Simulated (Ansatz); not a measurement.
## Molecular dynamics, with input and output: SnH$_{3}$Cl$_{2}$O$_{3}$ (part 4 of 4)

Continued. System: SnH$_{3}$Cl$_{2}$O$_{3}$, multiplicity 2. Method: UKS PBE/def2-SVP (Ansatz 0.2.0). It belongs to a series of runs on one base structure; here: dynamics from the highest image of the converged band.

Geometry of the input (Å):
```
Sn -0.2916  -0.0228  0.1588
Cl -1.0319  -0.2045  2.4846
O  1.6737  -0.1813  0.1481
H  1.9313  -0.3014  1.1022
O  -0.9061  1.7338  -0.5254
H  -1.8270  1.6461  -0.8467
O  -1.2868  -1.4000  -0.8803
H  -0.8904  -2.2812  -0.7238
Cl 1.5365  -0.6371  3.2597
```

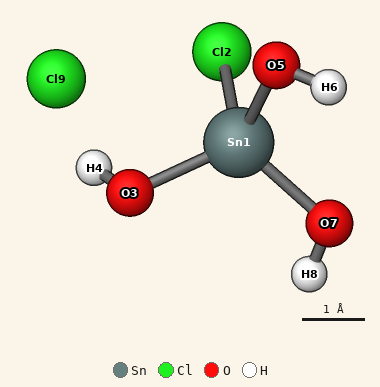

Fig. 1: The geometry at step 162 of the log (ball-and-stick view, seen at a tilt; atoms are numbered from 1 in the order of the input).

Trajectory as extended XYZ, continued
```
9
Properties=species:S:1:pos:R:3:forces:R:3 step=123 time_fs=61.5 energy=-37038.04818 temperature=58.2
Sn   -0.3121   -0.0486    0.1327    0.2416   0.1492   0.4491
Cl   -0.9840   -0.2301    2.4967   -0.0252  -0.0485  -0.2032
O     1.6429   -0.3498    0.1911   -0.1050   0.0210  -0.1504
H     1.8968   -0.3615    1.1532   -0.0441  -0.0303   0.0569
O    -0.9102    1.7674   -0.3695   -0.3541   0.2053  -0.4120
H    -1.6043    1.7311   -1.0753    0.3880  -0.0896   0.3966
O    -1.3117   -1.2681   -1.0646    0.3203  -0.9844  -0.0980
H    -0.8556   -2.1568   -1.0795   -0.4213   0.7634   0.0008
Cl    1.5777   -0.5283    3.3434   -0.0002   0.0140  -0.0397
9
Properties=species:S:1:pos:R:3:forces:R:3 step=128 time_fs=64.0 energy=-37038.05073 temperature=60.8
Sn   -0.3123   -0.0489    0.1313    0.2040   0.1783   0.4728
Cl   -0.9853   -0.2325    2.4992   -0.0035  -0.0463  -0.2437
O     1.6416   -0.3565    0.1878   -0.1146   0.0129  -0.0326
H     1.8786   -0.3833    1.1563    0.0015  -0.0211  -0.0174
O    -0.9109    1.7663   -0.3658    0.3132   0.2499   0.2804
H    -1.5792    1.7422   -1.0686   -0.2790  -0.1244  -0.2904
O    -1.3108   -1.2640   -1.0688   -0.4024   0.4385  -0.0570
H    -0.8644   -2.1185   -1.0888    0.2953  -0.6996  -0.0551
Cl    1.5803   -0.5238    3.3472   -0.0145   0.0118  -0.0568
9
Properties=species:S:1:pos:R:3:forces:R:3 step=132 time_fs=66.0 energy=-37038.04418 temperature=53.7
Sn   -0.3124   -0.0491    0.1304    0.1786   0.1803   0.4874
Cl   -0.9863   -0.2344    2.5010    0.0126  -0.0450  -0.2675
O     1.6402   -0.3619    0.1850   -0.1113   0.0009   0.0696
H     1.8640   -0.4016    1.1582    0.0396  -0.0107  -0.0828
O    -0.9108    1.7661   -0.3624    0.4097   0.2710   0.3978
H    -1.5674    1.7459   -1.0720   -0.3814  -0.1267  -0.4085
O    -1.3109   -1.2601   -1.0722   -0.4969   0.5774  -0.0574
H    -0.8627   -2.1097   -1.0983    0.3753  -0.8567  -0.0686
Cl    1.5823   -0.5203    3.3503   -0.0263   0.0094  -0.0701
9
Properties=species:S:1:pos:R:3:forces:R:3 step=136 time_fs=68.0 energy=-37038.05061 temperature=60.6
Sn   -0.3124   -0.0493    0.1296    0.1628   0.1552   0.5042
Cl   -0.9874   -0.2364    2.5024    0.0272  -0.0443  -0.2826
O     1.6386   -0.3672    0.1823   -0.1127  -0.0121   0.0895
H     1.8509   -0.4204    1.1572    0.0921  -0.0014  -0.0688
O    -0.9098    1.7666   -0.3582   -0.1442   0.2946  -0.1984
H    -1.5681    1.7447   -1.0886    0.1620  -0.1128   0.1827
O    -1.3120   -1.2550   -1.0759    0.1078  -0.6763  -0.1364
H    -0.8491   -2.1290   -1.1101   -0.2572   0.3905  -0.0091
Cl    1.5844   -0.5167    3.3532   -0.0379   0.0066  -0.0810
9
Properties=species:S:1:pos:R:3:forces:R:3 step=140 time_fs=70.0 energy=-37038.03663 temperature=45.5
Sn   -0.3124   -0.0494    0.1290    0.1332   0.1312   0.5161
Cl   -0.9884   -0.2384    2.5035    0.0401  -0.0442  -0.2988
O     1.6366   -0.3726    0.1799   -0.1144  -0.0231   0.0442
H     1.8414   -0.4393    1.1538    0.1408   0.0054   0.0001
O    -0.9091    1.7678   -0.3543   -0.3984   0.2848  -0.4901
H    -1.5636    1.7393   -1.0993    0.4037  -0.0863   0.4635
O    -1.3130   -1.2515   -1.0798    0.3354  -1.1389  -0.1741
H    -0.8439   -2.1360   -1.1224   -0.4927   0.8676   0.0295
Cl    1.5863   -0.5131    3.3561   -0.0477   0.0035  -0.0904
9
Properties=species:S:1:pos:R:3:forces:R:3 step=145 time_fs=72.5 energy=-37038.05073 temperature=60.6
Sn   -0.3123   -0.0495    0.1284    0.0717   0.1173   0.5221
Cl   -0.9896   -0.2410    2.5045    0.0535  -0.0446  -0.3225
O     1.6338   -0.3794    0.1770   -0.0854  -0.0416   0.0357
H     1.8369   -0.4625    1.1494    0.1518   0.0201   0.0191
O    -0.9094    1.7702   -0.3509    0.1273   0.2272   0.1029
H    -1.5405    1.7279   -1.0925   -0.1392  -0.0573  -0.1529
O    -1.3134   -1.2503   -1.0853   -0.2780   0.1471  -0.0642
H    -0.8593   -2.1071   -1.1367    0.1549  -0.3679  -0.0379
Cl    1.5887   -0.5086    3.3596   -0.0566  -0.0003  -0.1024
9
Properties=species:S:1:pos:R:3:forces:R:3 step=149 time_fs=74.5 energy=-37038.03747 temperature=46.5
Sn   -0.3122   -0.0495    0.1282    0.0325   0.0925   0.5292
Cl   -0.9905   -0.2432    2.5048    0.0622  -0.0453  -0.3335
O     1.6314   -0.3849    0.1748   -0.0266  -0.0649   0.0960
H     1.8398   -0.4802    1.1466    0.1158   0.0420  -0.0447
O    -0.9094    1.7727   -0.3481    0.3880   0.1813   0.4106
H    -1.5254    1.7163   -1.0908   -0.4151  -0.0355  -0.4830
O    -1.3142   -1.2493   -1.0899   -0.5898   0.8308   0.0170
H    -0.8679   -2.0941   -1.1494    0.4947  -0.9977  -0.0800
Cl    1.5906   -0.5050    3.3622   -0.0618  -0.0032  -0.1117
9
Properties=species:S:1:pos:R:3:forces:R:3 step=153 time_fs=76.5 energy=-37038.05291 temperature=63.0
Sn   -0.3121   -0.0495    0.1281    0.0124   0.0484   0.5404
Cl   -0.9914   -0.2453    2.5048    0.0695  -0.0462  -0.3334
O     1.6288   -0.3907    0.1728    0.0413  -0.0867   0.1219
H     1.8471   -0.4963    1.1421    0.0689   0.0633  -0.0813
O    -0.9086    1.7757   -0.3445   -0.0501   0.1052  -0.1253
H    -1.5238    1.7035   -1.1046    0.0104   0.0353   0.0340
O    -1.3163   -1.2467   -1.0945   -0.0340  -0.2229  -0.0615
H    -0.8606   -2.1133   -1.1647   -0.0524   0.1095   0.0239
Cl    1.5923   -0.5014    3.3647   -0.0660  -0.0059  -0.1188
9
Properties=species:S:1:pos:R:3:forces:R:3 step=157 time_fs=78.5 energy=-37038.03560 temperature=44.4
Sn   -0.3120   -0.0495    0.1282   -0.0145   0.0087   0.5445
Cl   -0.9921   -0.2476    2.5045    0.0753  -0.0470  -0.3322
O     1.6264   -0.3966    0.1711    0.0883  -0.0955   0.0489
H     1.8571   -0.5100    1.1348    0.0346   0.0732  -0.0266
O    -0.9079    1.7789   -0.3411   -0.4076   0.0120  -0.5878
H    -1.5222    1.6921   -1.1175    0.3614   0.1127   0.4815
O    -1.3185   -1.2446   -1.0992    0.3761  -0.9745  -0.1232
H    -0.8547   -2.1295   -1.1791   -0.4448   0.9183   0.1182
Cl    1.5940   -0.4979    3.3671   -0.0689  -0.0080  -0.1233
9
Properties=species:S:1:pos:R:3:forces:R:3 step=162 time_fs=81.0 energy=-37038.04983 temperature=59.6
Sn   -0.3119   -0.0494    0.1286   -0.0768  -0.0140   0.5273
Cl   -0.9930   -0.2504    2.5035    0.0802  -0.0475  -0.3363
O     1.6237   -0.4043    0.1691    0.1220  -0.0946  -0.0827
H     1.8713   -0.5233    1.1248   -0.0024   0.0767   0.0751
O    -0.9083    1.7830   -0.3386   -0.0321  -0.0495  -0.1389
H    -1.5039    1.6837   -1.1117   -0.0133   0.1135   0.0165
O    -1.3203   -1.2447   -1.1055   -0.0410   0.0193   0.0299
H    -0.8673   -2.1081   -1.1915    0.0340   0.0056   0.0370
Cl    1.5961   -0.4934    3.3699   -0.0706  -0.0095  -0.1278
9
Properties=species:S:1:pos:R:3:forces:R:3 step=166 time_fs=83.0 energy=-37038.03129 temperature=39.7
Sn   -0.3118   -0.0494    0.1291   -0.1266  -0.0240   0.4960
Cl   -0.9935   -0.2528    2.5024    0.0828  -0.0475  -0.3344
O     1.6218   -0.4107    0.1673    0.1609  -0.1005  -0.0925
H     1.8827   -0.5305    1.1195   -0.0520   0.0873   0.0642
O    -0.9087    1.7861   -0.3371    0.3766  -0.0656   0.3816
H    -1.4886    1.6818   -1.1048   -0.4145   0.0752  -0.5083
O    -1.3217   -1.2449   -1.1104   -0.5089   1.0766   0.1972
H    -0.8775   -2.0877   -1.1996    0.5536  -0.9918  -0.0715
Cl    1.5976   -0.4898    3.3720   -0.0719  -0.0098  -0.1323
9
Properties=species:S:1:pos:R:3:forces:R:3 step=170 time_fs=85.0 energy=-37038.04526 temperature=54.6
Sn   -0.3118   -0.0494    0.1298   -0.1573  -0.0379   0.4508
Cl   -0.9940   -0.2552    2.5008    0.0844  -0.0471  -0.3193
O     1.6203   -0.4174    0.1653    0.2069  -0.1099  -0.0363
H     1.8920   -0.5345    1.1165   -0.1056   0.1004  -0.0030
O    -0.9084    1.7891   -0.3349    0.1292  -0.1361   0.0501
H    -1.4869    1.6830   -1.1145   -0.1518   0.1142  -0.1654
O    -1.3241   -1.2430   -1.1150   -0.0870   0.3308   0.1392
H    -0.8697   -2.0990   -1.2098    0.1555  -0.2052   0.0206
Cl    1.5991   -0.4863    3.3739   -0.0742  -0.0093  -0.1368
9
Properties=species:S:1:pos:R:3:forces:R:3 step=174 time_fs=87.0 energy=-37038.03305 temperature=41.5
Sn   -0.3118   -0.0494    0.1306   -0.1849  -0.0462   0.3882
Cl   -0.9944   -0.2577    2.4989    0.0851  -0.0462  -0.2992
O     1.6194   -0.4243    0.1632    0.2181  -0.1067  -0.0259
H     1.8974   -0.5346    1.1135   -0.1242   0.1001  -0.0154
O    -0.9078    1.7917   -0.3326   -0.2896  -0.2066  -0.5202
H    -1.4904    1.6887   -1.1296    0.2894   0.1605   0.4287
O    -1.3267   -1.2403   -1.1192    0.4767  -0.6964   0.0347
H    -0.8563   -2.1176   -1.2190   -0.3932   0.8495   0.1496
Cl    1.6004   -0.4828    3.3757   -0.0775  -0.0079  -0.1404
9
Properties=species:S:1:pos:R:3:forces:R:3 step=179 time_fs=89.5 energy=-37038.04656 temperature=56.1
Sn   -0.3119   -0.0494    0.1317   -0.2408  -0.0282   0.2837
Cl   -0.9948   -0.2608    2.4961    0.0845  -0.0445  -0.2802
O     1.6188   -0.4333    0.1604    0.1640  -0.0814  -0.1043
H     1.8978   -0.5295    1.1096   -0.0886   0.0790   0.0700
O    -0.9078    1.7944   -0.3313   -0.0951  -0.1996  -0.2631
H    -1.4814    1.7039   -1.1283    0.1295   0.0991   0.2074
O    -1.3285   -1.2389   -1.1243    0.2668  -0.1525   0.1511
H    -0.8578   -2.1009   -1.2233   -0.1384   0.3328   0.0798
Cl    1.6020   -0.4783    3.3777   -0.0819  -0.0047  -0.1444
9
Properties=species:S:1:pos:R:3:forces:R:3 step=183 time_fs=91.5 energy=-37038.03849 temperature=47.5
Sn   -0.3121   -0.0495    0.1328   -0.2858   0.0015   0.1864
Cl   -0.9950   -0.2634    2.4935    0.0827  -0.0426  -0.2639
O     1.6189   -0.4408    0.1579    0.1123  -0.0603  -0.1105
H     1.8941   -0.5219    1.1090   -0.0562   0.0620   0.0913
O    -0.9082    1.7959   -0.3310    0.3876  -0.1602   0.4086
H    -1.4686    1.7205   -1.1184   -0.3229   0.0100  -0.4307
O    -1.3293   -1.2382   -1.1279   -0.3222   1.0545   0.3445
H    -0.8650   -2.0728   -1.2232    0.4904  -0.8636  -0.0770
Cl    1.6032   -0.4748    3.3791   -0.0859  -0.0013  -0.1488
9
Properties=species:S:1:pos:R:3:forces:R:3 step=187 time_fs=93.5 energy=-37038.04742 temperature=57.1
Sn   -0.3124   -0.0495    0.1339   -0.3018   0.0222   0.0876
Cl   -0.9950   -0.2660    2.4906    0.0800  -0.0408  -0.2353
O     1.6192   -0.4484    0.1552    0.0827  -0.0432  -0.0029
H     1.8882   -0.5119    1.1116   -0.0416   0.0488   0.0095
O    -0.9077    1.7971   -0.3298    0.3370  -0.1496   0.3510
H    -1.4663    1.7377   -1.1225   -0.2433  -0.0222  -0.3328
O    -1.3306   -1.2353   -1.1308   -0.1273   0.7245   0.3244
H    -0.8563   -2.0726   -1.2254    0.3050  -0.5422  -0.0473
Cl    1.6043   -0.4713    3.3804   -0.0908   0.0026  -0.1542
9
Properties=species:S:1:pos:R:3:forces:R:3 step=191 time_fs=95.5 energy=-37038.04584 temperature=55.4
Sn   -0.3128   -0.0495    0.1350   -0.2918   0.0308  -0.0054
Cl   -0.9950   -0.2686    2.4875    0.0759  -0.0393  -0.1986
O     1.6197   -0.4561    0.1525    0.0470  -0.0199   0.1160
H     1.8808   -0.5001    1.1145   -0.0180   0.0294  -0.0782
O    -0.9064    1.7979   -0.3279   -0.1147  -0.1305  -0.2730
H    -1.4720    1.7540   -1.1374    0.2327  -0.0380   0.3317
O    -1.3322   -1.2309   -1.1329    0.5333  -0.4824   0.1785
H    -0.8375   -2.0904   -1.2291   -0.3682   0.6430   0.0880
Cl    1.6053   -0.4678    3.3815   -0.0961   0.0069  -0.1591
9
Properties=species:S:1:pos:R:3:forces:R:3 step=196 time_fs=98.0 energy=-37038.04586 temperature=55.4
Sn   -0.3133   -0.0495    0.1364   -0.2764   0.0537  -0.1057
Cl   -0.9949   -0.2720    2.4833    0.0684  -0.0378  -0.1593
O     1.6205   -0.4657    0.1495   -0.0484   0.0226   0.1224
H     1.8708   -0.4840    1.1144    0.0537  -0.0055  -0.0499
O    -0.9052    1.7984   -0.3264   -0.1188  -0.0871  -0.2672
H    -1.4676    1.7722   -1.1395    0.2601  -0.0888   0.3635
O    -1.3325   -1.2267   -1.1349    0.5173  -0.4417   0.1924
H    -0.8320   -2.0814   -1.2294   -0.3544   0.5720   0.0662
Cl    1.6064   -0.4634    3.3827   -0.1014   0.0126  -0.1624
9
Properties=species:S:1:pos:R:3:forces:R:3 step=200 time_fs=100.0 energy=-37038.04510 temperature=54.6
Sn   -0.3139   -0.0495    0.1375   -0.2572   0.0826  -0.1651
Cl   -0.9948   -0.2748    2.4797    0.0604  -0.0371  -0.1324
O     1.6210   -0.4734    0.1475   -0.1370   0.0565   0.0678
H     1.8650   -0.4711    1.1121    0.1148  -0.0308   0.0244
O    -0.9045    1.7986   -0.3258    0.3535  -0.0747   0.4222
H    -1.4538    1.7830   -1.1270   -0.2003  -0.1178  -0.3082
O    -1.3313   -1.2245   -1.1360   -0.1504   0.7409   0.3444
H    -0.8416   -2.0516   -1.2270    0.3201  -0.6368  -0.0894
Cl    1.6071   -0.4598    3.3834   -0.1039   0.0170  -0.1636
```

Key numbers

| quantity | value |
| --- | --- |
| outcome | finished |
| mean temperature over the second half | 56 K |
| trajectory | 200 steps, 100 fs |
| ensemble | nve |
| temperature in the input | 100.0 K |
| time step | 0.5 fs |
| potential energy (last step) | −37038.0451 eV |
| mean-field energy (last step) | −37038.0451 eV |
| ⟨S²⟩ (last step) | 0.751 |
| largest force (length of the vector) (last step) | 0.831 eV/Å |
| hardware | 4 threads of Arm Neoverse V2, 24 GiB of memory available, shared host |
| wall time | 6.1 min (CPU time 23 min) |
| peak memory | 0.24 GiB |

Remarks

So short a trajectory is not equilibrated.
